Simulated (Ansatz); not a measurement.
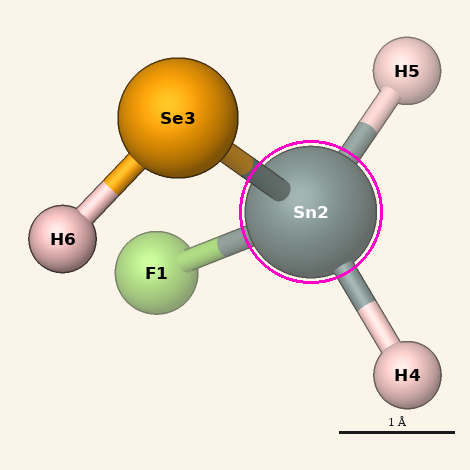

Simulated data, not a measurement (program: Ansatz).

Orthographic view. Distant atoms are faded towards the background colour. Geometry: moved along internal coordinates away from the minimum.

**Name the neighbours of the circled atom.**

The circled atom is Sn2; it is bonded to F1, Se3, H4, H5.

**Which atom is farthest from the viewer?**

F1, 1.6 Å behind the mean position.

**Which two atoms are farthest apart in space?**

H5 and H6, 4.35 Å.
